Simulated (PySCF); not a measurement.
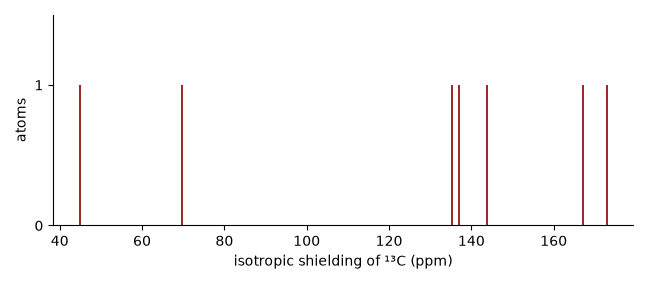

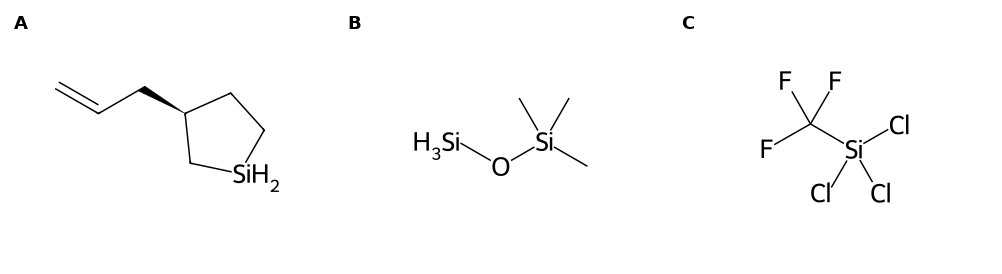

The sticks are computed shieldings of one of the molecules, for one fixed geometry (PBE0-D3(BJ)/def2-SVP) without averaging over rotations. Low shielding means a high chemical shift. Method: GIAO KT2/pcSseg-1 NMR shielding, non-relativistic, gas phase (PySCF 2.14.0).

Which molecule gives this pattern?

Answer. A, `C=CC[C@H]1CC[SiH2]C1`. Its 7 C atoms give lines at 44.8, 69.6, 135.4, 137.0, 143.8, 167.2, 172.8 ppm.
